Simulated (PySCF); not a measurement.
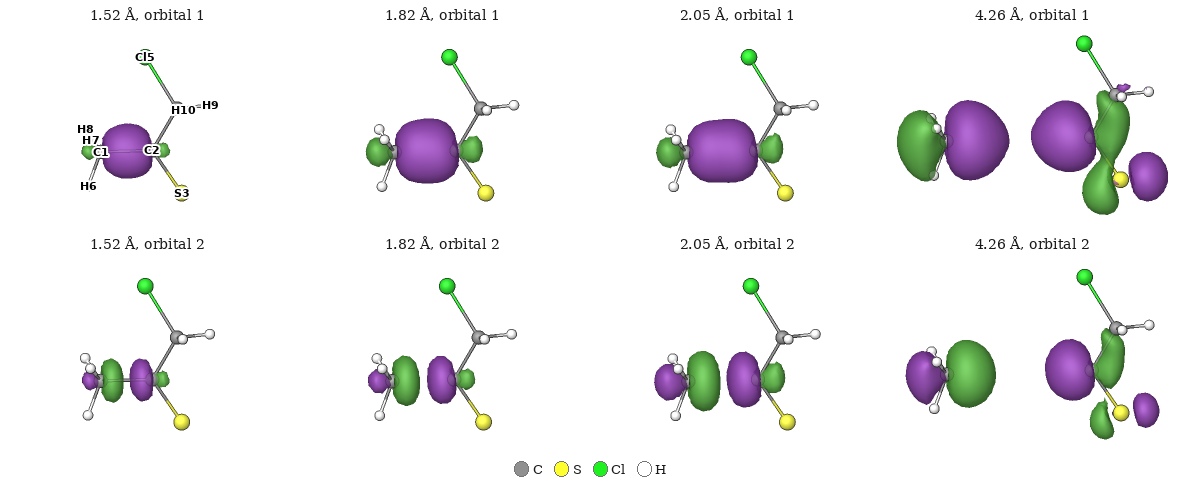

C3H5ClS, SMILES `CC(=S)CCl`. Rigid stretch of the C1–C2 bond. The two CASSCF(2,2) natural orbitals nearest half filling (orbital 1 the more occupied).

Method: def2-SVP basis; geometry: GFN2-xTB; program: PySCF. No frequency check shows the geometry to be a minimum. GFN2-xTB bond lengths at metals and heavier atoms can be off by up to 0.1 Å and shapes distorted, which carries into these values.

Coordinates in Å:

```
C1       0.3491   -1.6390    0.0966
C2       0.6082   -0.1792    0.1150
S3       2.0787    0.4542   -0.1537
C4      -0.5259    0.7363    0.4393
Cl5     -2.0978    0.1591   -0.1913
H6       1.2829   -2.1930    0.0592
H7      -0.2325   -1.9367    0.9688
H8      -0.2452   -1.8897   -0.7840
H9      -0.3513    1.7342    0.0365
H10     -0.6391    0.8052    1.5255
```

Q: How do the occupations change along the stretch?

A: 1.52 Å: 1.98 and 0.02; 1.82 Å: 1.96 and 0.04; 2.05 Å: 1.92 and 0.08; 4.26 Å: 1.09 and 0.91. At the longest distance computed (4.26 Å) they are 1.09 and 0.91, and the effective number of unpaired electrons is 2.0.

UHF's ⟨S²⟩ passes 1 along the scan (up to 1.39), so it also polarises electrons outside the stretched bond; its energy lowering isn't due to that bond alone.

UHF already breaks spin symmetry near equilibrium here (⟨S²⟩ = 0.21 at 1.52 Å), for reasons apart from this bond.

Q: How much energy does the stretch cost?

A: By CASSCF, 4.2 eV from the lowest point of the scan (1.52 Å) to 4.26 Å; RHF gives 8.1 eV from its own lowest point. The fragments aren't relaxed and dynamic correlation is missing, so this isn't a bond dissociation energy.
